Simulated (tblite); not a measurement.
## C$_{6}$H$_{9}$NOSi: frequency calculation

System: C$_{6}$H$_{9}$NOSi, SMILES C=C(CC(C)=O)[SiH2]C#N.
Method: GFN2-xTB harmonic vibrations, gas phase (tblite 0.8.0).

It belongs to a series of runs on one base structure; here: constitutional isomer.

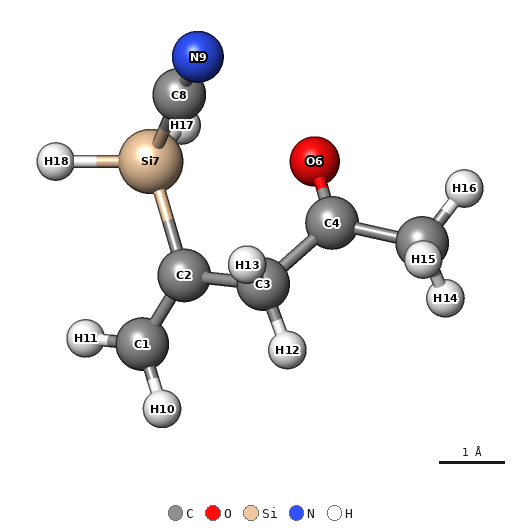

Figure 1. The structure (ball-and-stick view, seen at a tilt; atoms are numbered from 1 in the order of the input). Bond lengths as drawn: C–C 1.32 to 1.51 Å, C–H 1.08 to 1.10 Å, C–N 1.15 Å, C–O 1.21 Å, C–Si 1.87 to 1.90 Å and H–Si 1.46 to 1.48 Å.

Input:
```
{"job": {"kind": "ir", "xc": "GFN2-xTB", "basis": "xTB"}, "charge": 0, "multiplicity": 1}
C     -0.745859    -2.275665     0.786562
C     -0.636402    -0.999349     0.453123
C      0.674538    -0.276212     0.567271
C      0.916671     0.566559    -0.657683
C      2.336238     0.985506    -0.903410
O      0.007908     0.878391    -1.390919
Si    -2.090852     0.014017    -0.222365
C     -1.825098     1.755867     0.401278
N     -1.616903     2.805053     0.811545
H      0.087595    -2.853409     1.160398
H     -1.682496    -2.800795     0.709226
H      1.513387    -0.952060     0.749138
H      0.619886     0.423214     1.410617
H      2.902039     0.121438    -1.249270
H      2.791987     1.340958     0.017367
H      2.376345     1.761051    -1.663734
H     -2.358143    -0.049770    -1.651547
H     -3.279601    -0.438476     0.527451
```

The first line tells a small driver script what to run in tblite; the rest is the geometry in Å.

Run on 1 CPU thread, shared host.

Run as:
```bash
OMP_NUM_THREADS=1 python <driver script> task.json out
```

The program's output:
```
mode    cm-1     km/mol
  1      46.7      6.04
  2      71.2      3.75
  3      74.0      4.37
  4      96.1      4.62
  5     118.9      0.78
  6     158.9     45.81
  7     256.4      3.05
  8     293.8      1.80
  9     325.8      1.54
 10     358.6     10.05
 11     369.7      4.55
 12     410.6      5.80
 13     471.9      4.83
 14     520.8     25.21
 15     563.4     50.90
 16     603.3     59.33
 17     616.0     38.81
 18     655.4      8.27
 19     692.5     20.55
 20     736.0    289.14
 21     828.9     53.44
 22     837.5    144.19
 23     902.2      3.55
 24     915.4     24.08
 25     971.3      6.54
 26     992.6     24.63
 27    1004.7     11.15
 28    1116.8      6.47
 29    1166.3     95.87
 30    1206.0     16.61
 31    1283.3     74.68
 32    1367.2     43.62
 33    1413.1     13.74
 34    1428.0      3.57
 35    1444.3     13.90
 36    1452.8      9.86
 37    1692.2      0.70
 38    1745.9    291.25
 39    2158.7    384.58
 40    2327.0    231.56
 41    2359.6     30.02
 42    2915.9      6.42
 43    2966.8     27.11
 44    3017.1      3.57
 45    3041.1      4.29
 46    3057.4      5.36
 47    3060.0     55.11
 48    3117.4     33.36
```

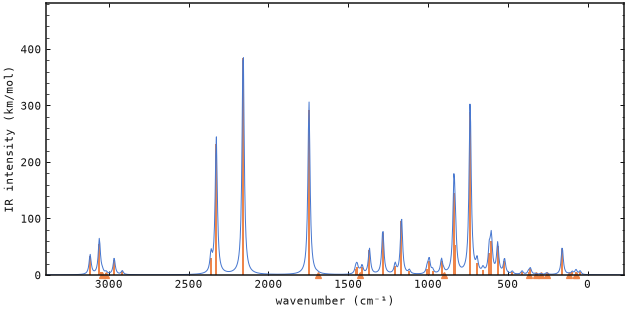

Figure 2. Harmonic infrared spectrum, unscaled: sticks (degenerate modes added up, dark ones marked on the axis) with a Lorentzian envelope of 16 cm⁻¹ full width, scaled to the tallest stick. 48 modes from 47 to 3117 cm⁻¹, none imaginary. The strongest line is at 2159 cm⁻¹ (385 km/mol).

Key numbers:

| quantity | value |
| --- | --- |
| outcome | converged |
| total energy | −709.2095 eV |
| zero-point energy | 81.8130 kcal/mol |
| wall time | 0.75 s |
| peak memory | 0.18 GiB |
